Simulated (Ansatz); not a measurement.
# CH7SbSi: geometry and vibrations

What shape does CH7SbSi take? The plan is to relax it, check the end point by its vibrations and derive ideal-gas thermochemistry, and look at its orbitals and charge.

Program: Ansatz 0.2.0, Gaussian basis. Level of theory: RKS PBE0-D4/def2-TZVP. These are calculated values, not measurements.

Levels to be run: relaxation at PBE-D4/def2-SVP; relaxation at PBE0-D4/def2-TZVP; harmonic vibrations at the same level; a single point in def2-TZVPP for the fields.

### 1 Starting geometry

SMILES `[CH3][SbH][SiH3]`, 10 atoms, charge 0, spin multiplicity 1.

Atoms are counted from 1 here; the program's logs count them from 0.

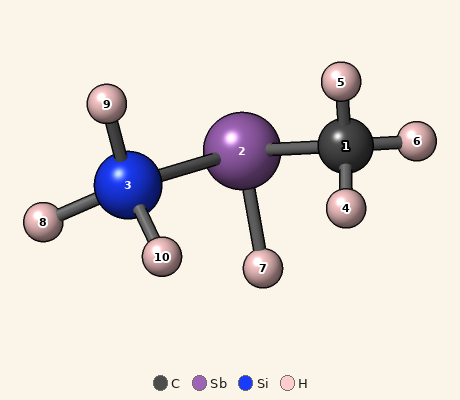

The starting geometry (carbon dark grey, antimony purple, silicon blue, hydrogen pink); atoms are numbered from 1 in the order of the file.

Geometry (Å):

```
atom    x (Å)    y (Å)    z (Å)
  C1  -0.9244   1.1458  -0.6876
 Sb2  -0.6638  -0.9351  -0.9743
 Si3   0.7343  -1.0627   1.0850
  H4   0.0741   1.7018  -0.5185
  H5  -1.6425   1.3488   0.1503
  H6  -1.4376   1.6311  -1.6143
  H7   0.7674  -0.6517  -1.9987
  H8   1.5185  -2.3330   1.1161
  H9  -0.0855  -0.9354   2.3310
 H10   1.7426   0.0392   1.1140
```

The start is a force-field geometry with small random shifts, so a cheaper pass at PBE-D4/def2-SVP comes first. Sb takes the def2 core potential; no spin-orbit term is included.

### 2 Optimising with PBE-D4/def2-SVP (cheap first pass)

Input file in.yaml:

```yaml
crystal:
  periodic: [false, false, false]
  atoms:
    - {symbol: C, position_ang: [-0.924400, 1.145800, -0.687600]}
    - {symbol: Sb, position_ang: [-0.663800, -0.935100, -0.974300]}
    - {symbol: Si, position_ang: [0.734300, -1.062700, 1.085000]}
    - {symbol: H, position_ang: [0.074100, 1.701800, -0.518500]}
    - {symbol: H, position_ang: [-1.642500, 1.348800, 0.150300]}
    - {symbol: H, position_ang: [-1.437600, 1.631100, -1.614300]}
    - {symbol: H, position_ang: [0.767400, -0.651700, -1.998700]}
    - {symbol: H, position_ang: [1.518500, -2.333000, 1.116100]}
    - {symbol: H, position_ang: [-0.085500, -0.935400, 2.331000]}
    - {symbol: H, position_ang: [1.742600, 0.039200, 1.114000]}
basis:
  gaussian: {orbitals: def2-SVP}
hamiltonian: {xc: pbe, dispersion: d4}
relax: {f_tol: 0.03, max_steps: 200}
```

The run is started by

```sh
$ ansatz run in.yaml --threads 4 --pin off --events-out ev --progress --plain --max-ram 10444MiB
```

What it wrote, shortened:

```text
Functional definition: PBE
  name "PBE"
  cite "Perdew, Burke & Ernzerhof, Phys. Rev. Lett. 77, 3865 (1996) doi:10.1103/PhysRevLett.77.3865"
  parent pbe
[...]
1076 factors; their error is unknown
[...]
mean field -15556.34783992 eV, -571.6852386459 hartree, gradient 1.9e-5 eV, S^2 0.000000; 0 other end points of the search recorded, 0 dependent functions left out
[...]
reference -15556.34787636 eV, -571.6852399849 hartree; 25, 25 occupied and 68, 68 virtual orbitals, 1076 factors
relax step   1: F+E_penalty+E_count = -15556.57394688 eV  Δ(F+E_penalty+E_count) = +0.000e0 eV  max|allowed force component| = 2.693e0 eV/Å  Δτ_max = 0.0000 Å  (27 SCF iters, accepted)
[...]
relax step   4: F+E_penalty+E_count = -15556.81928582 eV  Δ(F+E_penalty+E_count) = -8.819e-3 eV  max|allowed force component| = 1.954e-1 eV/Å  Δτ_max = 0.0507 Å  (28 SCF iters, accepted)
[...]
relax step   5: F+E_penalty+E_count = -15556.82099733 eV  Δ(F+E_penalty+E_count) = -1.712e-3 eV  max|allowed force component| = 2.932e-2 eV/Å  Δτ_max = 0.0268 Å  (29 SCF iters, accepted)
1076 factors; their error is unknown
[...]
mean field -15556.60123580 eV, -571.6945507725 hartree, gradient 1.7e-5 eV, S^2 0.000000; 1 other end points of the search recorded, 0 dependent functions left out
[...]
reference -15556.60127284 eV, -571.6945521337 hartree; 25, 25 occupied and 68, 68 virtual orbitals, 1076 factors
Total energy: -15556.82103437 eV, -571.7026282210 hartree
Atom 0 at    -0.975786     1.241352    -0.732741 Å, force     0.003143     0.029320     0.005209 eV/Å
Atom 1 at    -0.682172    -0.930125    -1.010678 Å, force    -0.015417     0.002887     0.020371 eV/Å
Atom 2 at     0.809160    -1.089425     1.114226 Å, force     0.005851     0.014387    -0.000817 eV/Å
Atom 3 at    -0.015359     1.748311    -0.526136 Å, force    -0.004505    -0.006213     0.004457 eV/Å
Atom 4 at    -1.668758     1.395949     0.116391 Å, force    -0.003298    -0.000892    -0.006757 eV/Å
Atom 5 at    -1.429265     1.661733    -1.650562 Å, force    -0.004640    -0.013666    -0.001004 eV/Å
Atom 6 at     0.747152    -0.713848    -1.971376 Å, force     0.020382    -0.005935    -0.026235 eV/Å
Atom 7 at     1.549697    -2.399896     1.153407 Å, force     0.003687    -0.006864     0.001719 eV/Å
Atom 8 at    -0.060854    -1.002918     2.341887 Å, force    -0.003748    -0.004513    -0.000771 eV/Å
Atom 9 at     1.809285     0.037669     1.168582 Å, force    -0.001455    -0.008511     0.003828 eV/Å
Dipole moment:    -0.093672     0.129632    -0.045691 e Å
```

Run time: 4.4 s. Hardware: 4 threads of Arm Neoverse V2, shared host.

The steps of the relaxation:

```csv
step,energy from step 1 (eV),largest force component (eV/Å)
1,0.0000,2.6928
2,-0.1719,0.6202
3,-0.2365,0.3679
4,-0.2453,0.1954
5,-0.2470,0.0293
```

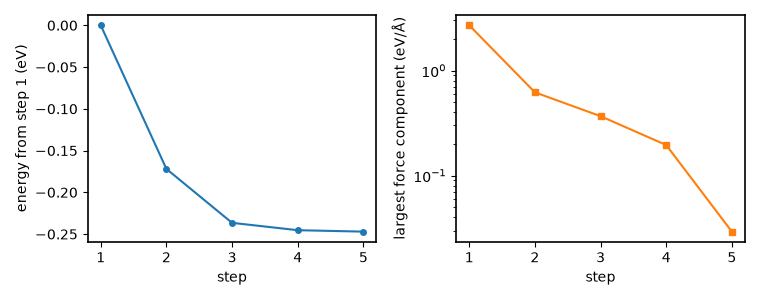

Energy and force, step by step.

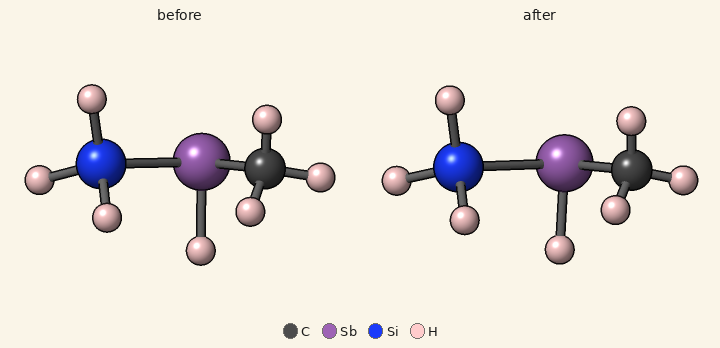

The geometry before (left) and after (right).

Distances of close pairs at the start and the end, largest changes first:

```
   bond  before (Å)  after (Å)  change (Å)
Sb2–Si3       2.492      2.601      +0.109
 C1–Sb2       2.117      2.209      +0.092
  C1–H6       1.165      1.107      -0.058
  C1–H4       1.155      1.105      -0.050
 Sb2–H7       1.783      1.736      -0.047
  C1–H5       1.122      1.107      -0.015
Si3–H10       1.494      1.508      +0.014
 Si3–H8       1.493      1.506      +0.013
```

### 3 Optimising with PBE0-D4/def2-TZVP

Input file in.yaml:

```yaml
crystal:
  periodic: [false, false, false]
  atoms:
    - {symbol: C, position_ang: [-0.975786, 1.241352, -0.732741]}
    - {symbol: Sb, position_ang: [-0.682172, -0.930125, -1.010678]}
    - {symbol: Si, position_ang: [0.809160, -1.089425, 1.114226]}
    - {symbol: H, position_ang: [-0.015359, 1.748311, -0.526136]}
    - {symbol: H, position_ang: [-1.668758, 1.395949, 0.116391]}
    - {symbol: H, position_ang: [-1.429265, 1.661733, -1.650562]}
    - {symbol: H, position_ang: [0.747152, -0.713848, -1.971376]}
    - {symbol: H, position_ang: [1.549697, -2.399896, 1.153407]}
    - {symbol: H, position_ang: [-0.060854, -1.002918, 2.341887]}
    - {symbol: H, position_ang: [1.809285, 0.037669, 1.168582]}
basis:
  gaussian: {orbitals: def2-TZVP}
hamiltonian: {xc: pbe0, dispersion: d4}
relax: {f_tol: 0.005, max_steps: 150}
```

Launched as before.

What it wrote, shortened:

```text
Functional definition: PBE0
  name "PBE0"
  cite "Adamo & Barone, J. Chem. Phys. 110, 6158 (1999) doi:10.1063/1.478522"
  cite "Perdew, Burke & Ernzerhof, Phys. Rev. Lett. 77, 3865 (1996) doi:10.1103/PhysRevLett.77.3865"
  parent pbe
[...]
1197 factors; their error is unknown
[...]
mean field -15562.30499648 eV, -571.9041601115 hartree, gradient 5.5e-5 eV, S^2 0.000000; 0 other end points of the search recorded, 0 dependent functions left out
[...]
reference -15562.30503154 eV, -571.9041614000 hartree; 25, 25 occupied and 135, 135 virtual orbitals, 1197 factors
relax step   1: F+E_penalty+E_count = -15562.49250214 eV  Δ(F+E_penalty+E_count) = +0.000e0 eV  max|allowed force component| = 5.463e-1 eV/Å  Δτ_max = 0.0000 Å  (27 SCF iters, accepted)
[...]
Atom 0 at    -0.973403     1.240859    -0.736081 Å, force     0.001048    -0.002731     0.000491 eV/Å
Atom 1 at    -0.667203    -0.893588    -0.971156 Å, force    -0.001072     0.002950    -0.000375 eV/Å
Atom 2 at     0.816725    -1.083587     1.119352 Å, force     0.000683    -0.000480     0.000514 eV/Å
Atom 3 at    -0.036479     1.751024    -0.521531 Å, force     0.000281     0.000779    -0.000482 eV/Å
Atom 4 at    -1.675717     1.401781     0.081707 Å, force    -0.000445    -0.000392     0.000250 eV/Å
Atom 5 at    -1.405132     1.633057    -1.656398 Å, force    -0.000210     0.000674    -0.000342 eV/Å
Atom 6 at     0.718025    -0.717347    -1.961558 Å, force    -0.000060    -0.000949     0.000288 eV/Å
Atom 7 at     1.537969    -2.384488     1.122521 Å, force     0.000413     0.000482     0.000497 eV/Å
Atom 8 at    -0.042658    -1.020660     2.333198 Å, force     0.000058    -0.000319    -0.000737 eV/Å
Atom 9 at     1.810973     0.021750     1.192945 Å, force    -0.000695    -0.000014    -0.000104 eV/Å
Dipole moment:    -0.077165     0.146171    -0.022204 e Å
```

Run time: 19 s. Hardware: 4 threads of Arm Neoverse V2, shared host.

Relaxation path:

```
step  energy from step 1 (eV)  largest force component (eV/Å)
   1                   0.0000                          0.5463
   2                  -0.0279                          0.4647
   3                  -0.0414                          0.0902
   4                  -0.0429                          0.0190
   5                  -0.0430                          0.0088
   6                  -0.0431                          0.0029
   7                  -0.0431                          0.0062
   8                  -0.0432                          0.0062
   9                  -0.0432                          0.0029
```

The force was under the threshold of 0.005 eV/Å already at step 6, but the program went on to step 9.

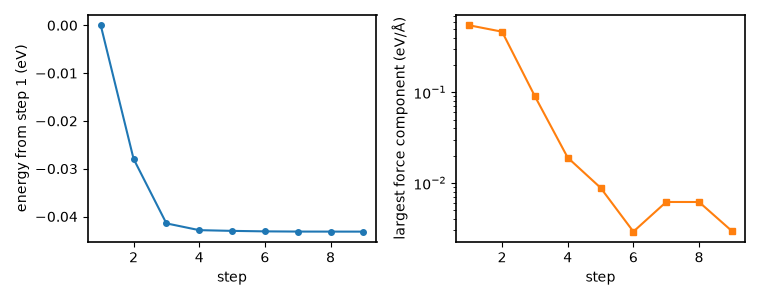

Energy and force, step by step.

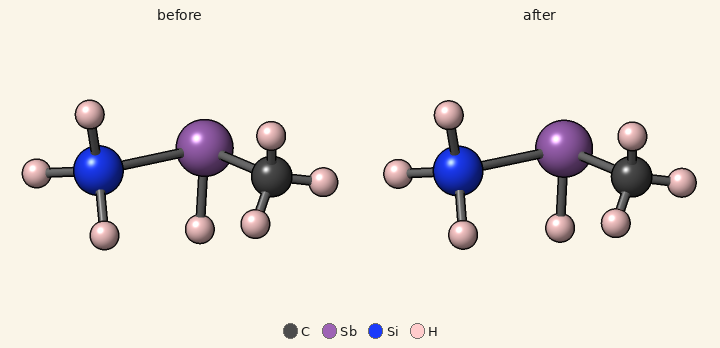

The geometry before (left) and after (right).

Distances of close pairs at the start and the end, largest changes first:

| bond | before (Å) | after (Å) | change (Å) |
| --- | --- | --- | --- |
| C1–Sb2 | 2.209 | 2.169 | -0.040 |
| Sb2–Si3 | 2.601 | 2.571 | -0.030 |
| Sb2–H7 | 1.736 | 1.712 | -0.024 |
| Si3–H10 | 1.508 | 1.489 | -0.019 |
| Si3–H9 | 1.507 | 1.489 | -0.019 |
| Si3–H8 | 1.506 | 1.487 | -0.018 |
| C1–H4 | 1.105 | 1.088 | -0.017 |
| C1–H6 | 1.107 | 1.090 | -0.017 |

Mulliken charges of the relaxed molecule (report file):

| atom | value (e) |
| --- | --- |
| C1 | -0.57 |
| Sb2 | 0.21 |
| Si3 | -0.03 |
| H4 | 0.15 |
| H5 | 0.15 |
| H6 | 0.15 |
| H7 | -0.02 |
| H8 | -0.01 |
| H9 | -0.01 |
| H10 | -0.01 |

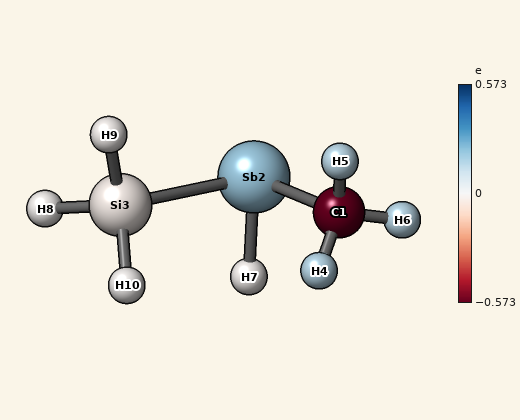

Mulliken charges of the relaxed molecule (report file), as colours on the atoms.

### 4 Vibrations by finite differences

Input file in.yaml:

```yaml
crystal:
  periodic: [false, false, false]
  atoms:
    - {symbol: C, position_ang: [-0.973403, 1.240859, -0.736081]}
    - {symbol: Sb, position_ang: [-0.667203, -0.893588, -0.971156]}
    - {symbol: Si, position_ang: [0.816725, -1.083587, 1.119352]}
    - {symbol: H, position_ang: [-0.036479, 1.751024, -0.521531]}
    - {symbol: H, position_ang: [-1.675717, 1.401781, 0.081707]}
    - {symbol: H, position_ang: [-1.405132, 1.633057, -1.656398]}
    - {symbol: H, position_ang: [0.718025, -0.717347, -1.961558]}
    - {symbol: H, position_ang: [1.537969, -2.384488, 1.122521]}
    - {symbol: H, position_ang: [-0.042658, -1.020660, 2.333198]}
    - {symbol: H, position_ang: [1.810973, 0.021750, 1.192945]}
basis:
  gaussian: {orbitals: def2-TZVP}
hamiltonian: {xc: pbe0, dispersion: d4}
phonons: {temperatures: {t_min: 298.15, t_max: 900, t_step: 200}}
```

Same command.

What it wrote, shortened:

```text
Functional definition: PBE0
  name "PBE0"
  cite "Adamo & Barone, J. Chem. Phys. 110, 6158 (1999) doi:10.1063/1.478522"
  cite "Perdew, Burke & Ernzerhof, Phys. Rev. Lett. 77, 3865 (1996) doi:10.1103/PhysRevLett.77.3865"
  parent pbe
[...]
1197 factors; their error is unknown
[...]
mean field -15562.34764430 eV, -571.9057273898 hartree, gradient 6.2e-5 eV, S^2 0.000000; 0 other end points of the search recorded, 0 dependent functions left out
[...]
reference -15562.34767924 eV, -571.9057286738 hartree; 25, 25 occupied and 135, 135 virtual orbitals, 1197 factors
[...]
1197 factors; their error is unknown
mean field -15562.34747109 eV, -571.9057210245 hartree, gradient 2.7e-6 eV, S^2 0.000000; 0 other end points of the search recorded, 0 dependent functions left out
[...]
reference -15562.34750603 eV, -571.9057223086 hartree; 25, 25 occupied and 135, 135 virtual orbitals, 1197 factors
[...]
Atom 2 at     0.816725    -1.083587     1.119352 Å, force     0.000680    -0.000497     0.000481 eV/Å
Atom 3 at    -0.036479     1.751024    -0.521531 Å, force     0.000261     0.000796    -0.000486 eV/Å
Atom 4 at    -1.675717     1.401781     0.081707 Å, force    -0.000459    -0.000371     0.000243 eV/Å
Atom 5 at    -1.405132     1.633057    -1.656398 Å, force    -0.000219     0.000683    -0.000325 eV/Å
Atom 6 at     0.718025    -0.717347    -1.961558 Å, force    -0.000065    -0.000958     0.000289 eV/Å
Atom 7 at     1.537969    -2.384488     1.122521 Å, force     0.000397     0.000483     0.000501 eV/Å
Atom 8 at    -0.042658    -1.020660     2.333198 Å, force     0.000063    -0.000331    -0.000739 eV/Å
Atom 9 at     1.810973     0.021750     1.192945 Å, force    -0.000696    -0.000007    -0.000101 eV/Å
Dipole moment:    -0.077163     0.146169    -0.022205 e Å
Vibrations: 89.54 114.01 126.79 308.63 394.57 492.12 513.09 565.45 614.88 793.76 844.63 863.94 935.81 941.78 1232.26 1454.93 1457.76 1945.06 2206.14 2219.48 2225.42 3071.58 3167.27 3180.25 cm⁻¹, zero-point energy 1.844832 eV
```

Wall time 87 s (4 threads of Arm Neoverse V2, shared host).

Motions are named by where the mode's potential energy lies. Wavenumbers, unscaled:

```csv
mode,cm⁻¹,motion
1,90,torsion
2,114,torsion with bend
3,127,torsion with bend
4,309,Si–Sb stretch
5,395,bend with torsion
6,492,bend
7,513,Sb–C stretch
8,565,torsion with bend
9,615,bend with torsion
10,794,bend
11,845,bend with torsion
12,864,bend
13,936,bend with torsion
14,942,bend with torsion
15,1232,bend
16,1455,bend
17,1458,bend
18,1945,Sb–H stretch
19,2206,Si–H stretch
20,2219,Si–H stretch
21,2225,Si–H stretch
22,3072,C–H stretch
23,3167,C–H stretch
24,3180,C–H stretch
```

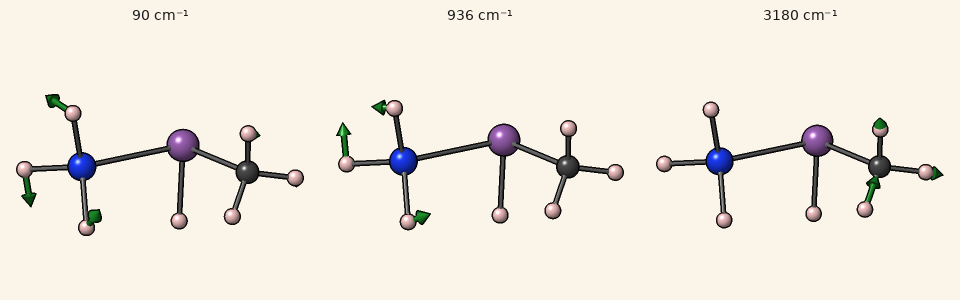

How the atoms move in 3 of the modes.

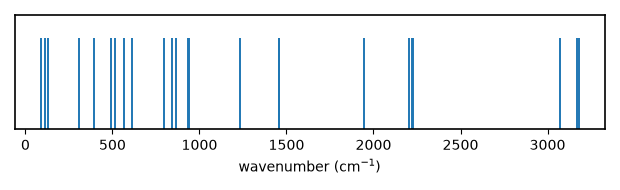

The harmonic wavenumbers as sticks (no intensities were computed).

Ideal gas, rigid rotor and harmonic oscillator at 298.15 K and 1 bar, with symmetry number 1:

| term | value |
| --- | --- |
| zero-point energy | 178.0 kJ/mol |
| H(298) − E | 198.4 kJ/mol |
| entropy, translation | 172.8 J/(mol K) |
| entropy, rotation | 111.3 J/(mol K) |
| entropy, vibration | 64.1 J/(mol K) |
| entropy, total | 348.2 J/(mol K) |

### 5 Orbitals, density and potential

Edit in.yaml of step 4 so:

```diff
@@ -14,4 +14,4 @@
 basis:
-  gaussian: {orbitals: def2-TZVP}
+  gaussian: {orbitals: def2-TZVPP}
 hamiltonian: {xc: pbe0, dispersion: d4}
-phonons: {temperatures: {t_min: 298.15, t_max: 900, t_step: 200}}
+output: {orbitals: {seedname: orbitals}}
```

Same command.

What it wrote:

```text
Functional definition: PBE0
  name "PBE0"
  cite "Adamo & Barone, J. Chem. Phys. 110, 6158 (1999) doi:10.1063/1.478522"
  cite "Perdew, Burke & Ernzerhof, Phys. Rev. Lett. 77, 3865 (1996) doi:10.1103/PhysRevLett.77.3865"
  parent pbe
  parameter a = 0.25
  parameter kappa = 0.804
  parameter beta = 0.06672455060314922
  exchange = (1 - a)*pbe_x(kappa = kappa, mu = beta*pi^2/3) + a*exact_x
  correlation = pbe_c(beta = beta)
1325 factors; their error is unknown
mean field evaluation 1: about -15556.3598 eV, gradient 5.0e1 eV
mean field evaluation 2: about -15550.6890 eV, gradient 6.4e1 eV
mean field evaluation 4: about -15562.2072 eV, gradient 2.9e0 eV
mean field evaluation 8: about -15562.2204 eV, gradient 2.6e-2 eV
mean field evaluation 16: about -15562.3950 eV, gradient 7.9e-5 eV
mean field -15562.39498468 eV, -571.9074671167 hartree, gradient 7.9e-5 eV, S^2 0.000000; 0 other end points of the search recorded, 0 dependent functions left out
reference -15562.39501965 eV, -571.9074684019 hartree; 25, 25 occupied and 196, 196 virtual orbitals, 1325 factors
Total energy: -15562.58303391 eV, -571.9143777984 hartree
```

Wall time 2 s (4 threads of Arm Neoverse V2, shared host); peak memory 0.49 GiB.

Orbitals, density, ELF and potential are computed afterwards from the orbital file.

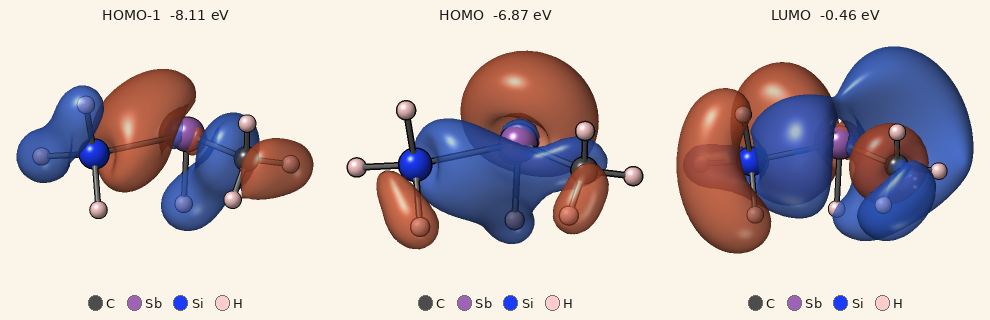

PBE0-D4/def2-TZVPP orbitals near the gap, drawn at the value that encloses 70 % of each; the two colours are the two signs.

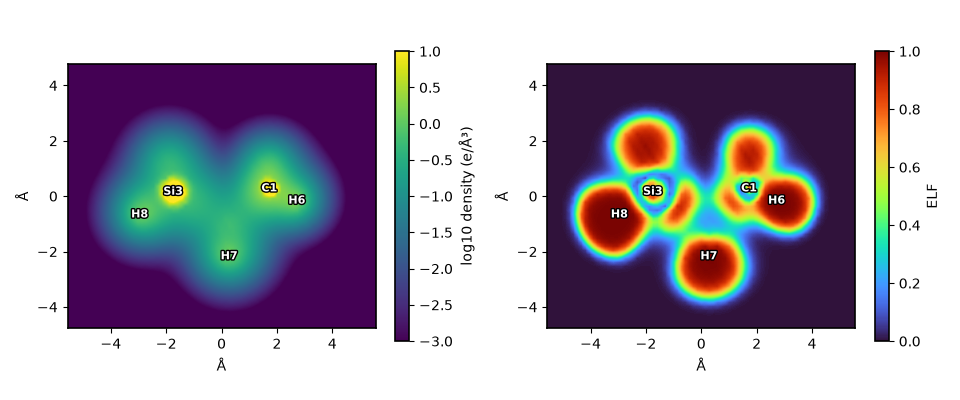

Density (left) and ELF (right) in a plane through or near 5 of the atoms.

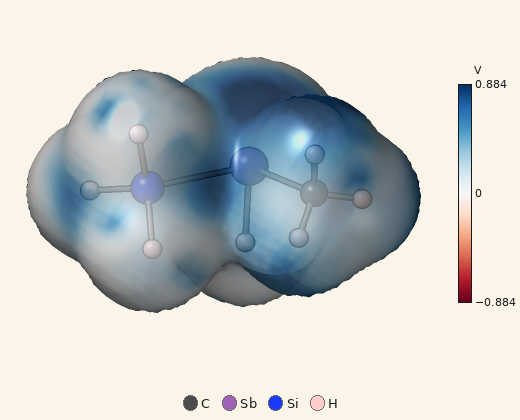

The potential that a unit positive charge feels on the 0.002 e/bohr³ surface, from -0.40 V near Sb2 to 0.88 V near H5.

### 6 Summary of results

| quantity | value |
| --- | --- |
| point group | C1 |
| steps | 5 + 9 |
| shift from the start (rms) | 0.090 Å |
| total energy | -15562.5357 eV |
| dispersion term | -188 meV |
| dipole moment | 0.80 D |
| lowest, highest wavenumber | 90, 3180 cm⁻¹ |
| zero-point energy | 178.0 kJ/mol |
| entropy at 298.15 K | 348.2 J/(mol K) |
| HOMO, LUMO | -6.87, -0.46 eV |

What this shows: The atoms moved 0.09 Å (rms) from the start; the bond that changed most is Sb2–Si3, from 2.492 to 2.571 Å. All wavenumbers are real, so the end point is a minimum. The stiffest mode, 3180 cm⁻¹, is a C–H stretch, and 3 modes under 200 cm⁻¹ make the vibrational entropy uncertain. Harmonic hybrid wavenumbers usually lie a few per cent above measured fundamentals. The largest Mulliken charge, -0.57 e, sits on C1. The HOMO lies mostly on Sb2 59 %; Si3 13 % and the LUMO on Sb2 35 %; H6, H7 about 10 % each.
